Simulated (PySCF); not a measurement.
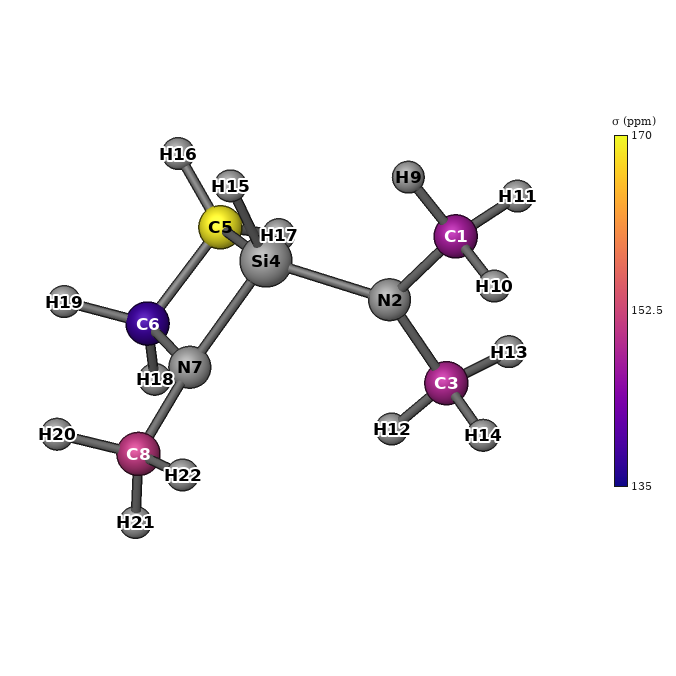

Atoms are coloured by their isotropic NMR shieldings (C only, the others grey). The geometry was computed by an optimisation with GFN2-xTB. No frequency run is at hand to confirm it as a minimum. Level of theory: GIAO PBE0/pcSseg-1 NMR shielding, non-relativistic, gas phase (PySCF 2.14.0).

Give the isotropic NMR shieldings of the C atoms atom by atom.

```tsv
atom	σ (ppm)
C1	147.4
C3	148.9
C5	168.9
C6	138.1
C8	151.0
```

The geometry is semi-empirical. Around Si such bond lengths and angles can be off by a tenth of an ångström or more and by several degrees, and values that hang on the shape move with them.
